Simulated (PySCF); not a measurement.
## Run report: CH$_{7}$ClOSi$_{2}$, excited-state calculation

- system: CH$_{7}$ClOSi$_{2}$, SMILES [SiH3]O[SiH2]CCl
- method: TDDFT HSE06/def2-SVPD, vertical, gas phase, core orbitals frozen in the response (PySCF 2.14.0)

The geometry comes from this level: GFN2-xTB. It belongs to a series of runs on one base structure; here: HSE06/def2-SVPD; 25 states; grid level 4; aux def2-qzvpp-jkfit.

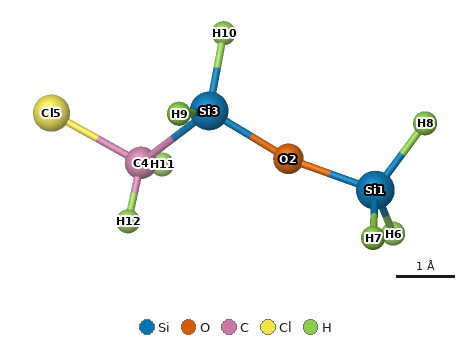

**Figure 1.** The structure as given in the input (ball-and-stick view, seen at a tilt; atoms are numbered from 1 in the order of the input). Bond lengths as drawn: C–Cl 1.78 Å, C–H 1.09 Å, C–Si 1.91 Å, H–Si 1.46 Å and O–Si 1.61 to 1.63 Å.

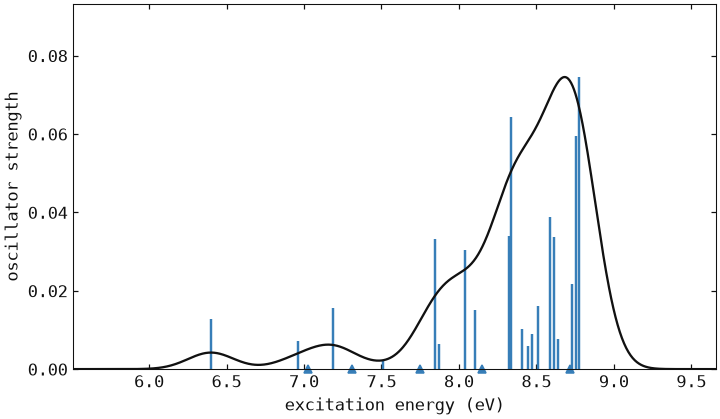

**Figure 2.** Computed excitations as sticks (degenerate states added up, dark ones marked on the axis), with a Gaussian envelope of 0.35 eV full width at half maximum, scaled to the tallest. Of the 25 states the lowest lies at 6.40 eV (f = 0.013); the strongest line is at 8.77 eV, or 141 nm (f = 0.075).

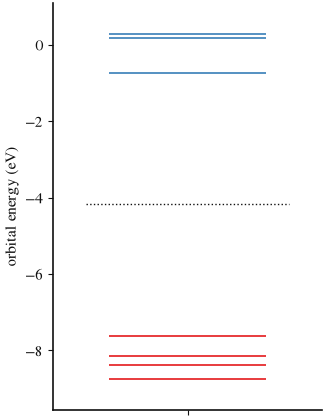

**Figure 3.** Orbital energies near the frontier; the dotted line parts filled from empty levels, and levels within 0.02 eV of each other stand side by side. Highest filled −7.63 eV, lowest empty −0.74 eV, 6.89 eV apart.

These pictures come from the run below.

### Input file
```
{"job": {"kind": "uv", "xc": "HSE06", "basis": "def2-SVPD", "nstates": 25, "ntriplets": 0, "tda": false, "grid": 4, "scf": {"aux": "def2-qzvpp-jkfit"}}, "charge": 0, "multiplicity": 1}
Si     2.356152     0.008758     0.391681
O      0.788183    -0.061608    -0.030145
Si    -0.605346    -0.270027    -0.816868
C     -1.968854     0.272924     0.403697
Cl    -3.564849     0.047799    -0.357564
H      2.348598    -0.059257     1.850486
H      2.867864     1.278461    -0.117475
H      3.028528    -1.135125    -0.219346
H     -0.614305     0.595809    -1.991927
H     -0.755794    -1.686738    -1.133190
H     -1.976496    -0.316199     1.318633
H     -1.902482     1.324516     0.675992
```

The first line tells a small driver script what to run in PySCF; the rest is the geometry in Å.

Launched with:
```bash
OMP_NUM_THREADS=1 python <driver script> task.json out
```

### The program's output
```
final grid: 253352 points
cycle   1  E = -1155.8224111536  dE =  3.124e-01  |g| = 7.267e-01  |ddm| = 4.316e+00
cycle   2  E = -1155.5707104999  dE =  2.517e-01  |g| = 1.329e+00  |ddm| = 2.076e+00
cycle   3  E = -1155.9196763596  dE = -3.490e-01  |g| = 8.947e-02  |ddm| = 1.399e+00
cycle   4  E = -1155.9215191491  dE = -1.843e-03  |g| = 3.407e-02  |ddm| = 2.439e-01
cycle   5  E = -1155.9218577464  dE = -3.386e-04  |g| = 4.672e-03  |ddm| = 6.698e-02
cycle   6  E = -1155.9218635852  dE = -5.839e-06  |g| = 8.341e-04  |ddm| = 1.172e-02
cycle   7  E = -1155.9218637493  dE = -1.641e-07  |g| = 9.752e-05  |ddm| = 1.621e-03
cycle   8  E = -1155.9218637522  dE = -2.913e-09  |g| = 2.401e-05  |ddm| = 2.683e-04
cycle   9  E = -1155.9218637524  dE = -1.410e-10  |g| = 1.140e-05  |ddm| = 5.687e-05
converged SCF energy = -1155.9218637524

Static polarisability (au): isotropic 81.248, principal 70.243 74.251 99.249

Singlet excitations
state   eV       nm        f      main configurations
  1   6.3993    193.7   0.01281   H->L 0.91
  2   6.9613    178.1   0.00728   H-1->L 0.70, H-2->L 0.20
  3   7.0278    176.4   0.00017   H-2->L 0.77, H-1->L 0.15
  4   7.1897    172.4   0.01571   H->L+2 0.35, H->L+1 0.35, H-3->L 0.22
  5   7.3126    169.5   0.00059   H->L+1 0.57, H->L+2 0.27, H-3->L 0.10
  6   7.5123    165.0   0.00214   H-3->L 0.64, H->L+2 0.26
  7   7.7454    160.1   0.00005   H-1->L+1 0.65, H-1->L+2 0.15
  8   7.8475    158.0   0.03332   H->L+3 0.82
  9   7.8708    157.5   0.00639   H-1->L+2 0.65, H-1->L+1 0.23
 10   8.0378    154.3   0.03031   H->L+4 0.81, H->L+3 0.09
 11   8.1012    153.0   0.01517   H-2->L+1 0.92
 12   8.1460    152.2   0.00012   H-2->L+2 0.41, H-4->L 0.31, H-2->L+3 0.19
 13   8.3250    148.9   0.03408   H->L+5 0.70, H-2->L+3 0.14
 14   8.3362    148.7   0.06446   H-2->L+3 0.39, H-2->L+2 0.23, H->L+5 0.22
 15   8.4069    147.5   0.01023   H->L+6 0.66, H->L+7 0.09, H-3->L+2 0.09
 16   8.4462    146.8   0.00579   H-1->L+3 0.56, H-4->L 0.18, H-2->L+2 0.12
 17   8.4745    146.3   0.00894   H-4->L 0.31, H-2->L+3 0.17, H-1->L+3 0.16
 18   8.5101    145.7   0.01599   H-3->L+2 0.36, H-5->L 0.15, H->L+6 0.09
 19   8.5869    144.4   0.03874   H-3->L+1 0.51, H->L+7 0.26, H->L+6 0.11
 20   8.6165    143.9   0.03372   H->L+7 0.40, H-3->L+1 0.13, H-3->L+2 0.11
 21   8.6397    143.5   0.00778   H-1->L+4 0.66
 22   8.7162    142.2   0.00059   H-2->L+5 0.29, H->L+8 0.20, H-2->L+4 0.13
 23   8.7279    142.1   0.02160   H->L+8 0.57, H-2->L+4 0.16, H-3->L+3 0.09
 24   8.7582    141.6   0.05941   H-3->L+3 0.50, H-2->L+4 0.36
 25   8.7718    141.3   0.07454   H-2->L+5 0.26, H-3->L+3 0.19, H-2->L+4 0.17
```

### Summary

- outcome: converged
- total energy: −1155.921864 hartree
- HOMO: −7.63 eV
- LUMO: −0.74 eV
- dipole moment: 2.14 D
- mean polarisability: 81.25 a.u.
- lowest excitation: 6.40 eV
- hardware: 1 CPU thread, shared host
- wall time: 2.1 min
- peak memory: 0.76 GiB

Settings chosen away from the usual ones: HSE06/def2-SVPD; 25 states; grid level 4; aux def2-qzvpp-jkfit.
